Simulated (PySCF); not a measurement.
# TiH2: singlet, from a bent start

The task is one start of a wider search on TiH2: the singlet, from a bent start. It is relaxed, tested by its Hessian and followed downhill if it is a saddle.

The runs use PySCF 2.14.0; PBE, basis Ti def2-TZVP, H def2-TZVP, no relativity, density fitting.

**1. The system as given**

3 atoms, charge 0, spin multiplicity 1.

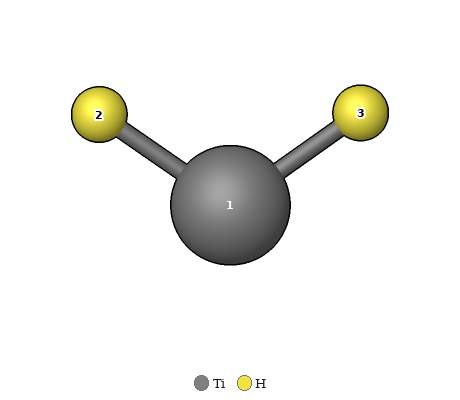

The starting geometry (titanium grey, hydrogen yellow); atoms are numbered from 1 in the order of the file.

```xyz
3
charge 0 multiplicity 1
Ti    0.0000    0.0000    0.0000
H     1.3762    0.0000    0.9636
H    -1.3762    0.0000    0.9636
```

**2. The SCF at the typed geometry**

The steps below are one call of a driver around PySCF. For each, scf.py gives the equivalent set-up of the SCF; relaxations use the driver's own optimiser. After this first run the driver tries any further starts and a stability analysis.

The input, scf.py:

```python
from pyscf import gto, scf, dft
mol = gto.M(atom='''
Ti     0.000000     0.000000     0.000000
H      1.376200     0.000000     0.963600
H     -1.376200     0.000000     0.963600''',
    basis={'Ti': 'def2-TZVP', 'H': 'def2-TZVP'},
    charge=0, spin=0)
mf = dft.RKS(mol, xc='PBE')
mf.grids.atom_grid = (50, 194)
aux = {'Ti': 'def2-universal-JKFIT', 'H': 'def2-universal-JKFIT'}
mf = mf.density_fit(auxbasis=aux)
mf.conv_tol = 1e-08
mf.diis_space = 10
mf.max_cycle = 60
mf.init_guess = 'minao'
mf.verbose = 4
mf.kernel()
```

Launch:

```sh
$ OMP_NUM_THREADS=2 python axn.py task.json out
```

Further steps of the session: Relaxation: bent start, singlet; Is it a minimum? Harmonic modes; The broken-symmetry singlet; Frequencies.

Q: Predict the outcome of this session. Wanted: minimum; geometry; wavenumbers; dipole moment; highest occupied, lowest empty level; polar-tensor charge of Ti1; zero-point energy; atomisation energy; ⟨S²⟩.

**Answer**, as computed:

| quantity | value |
| --- | --- |
| minimum | broken-symmetry (Ms = 0), C2v |
| geometry | Ti–H 1.739 Å (×2); H–Ti–H 120.2° |
| wavenumbers (cm⁻¹) | 623 (a1), 1596 (b2), 1599 (a1) |
| dipole moment | 2.69 D |
| highest occupied, lowest empty level (either spin) | -4.03, -3.39 eV |
| polar-tensor charge of Ti1 | +0.75 e |
| zero-point energy | 22.8 kJ/mol |
| entropy at 298.15 K | 217.5 J/(mol K) |
| atomisation energy (no zero-point energy) | 514 kJ/mol |
| ⟨S²⟩ | 0.995 |

In words: The bent start keeps its C2v symmetry and ends in a minimum. The determinant is spin-contaminated (⟨S²⟩ = 1.00 against 0.00), so it is no pure spin state. In the infrared the band at 1596 cm⁻¹ (b2, stretch) leads. Only this shape and spin were tried, so other structures or states may lie lower.
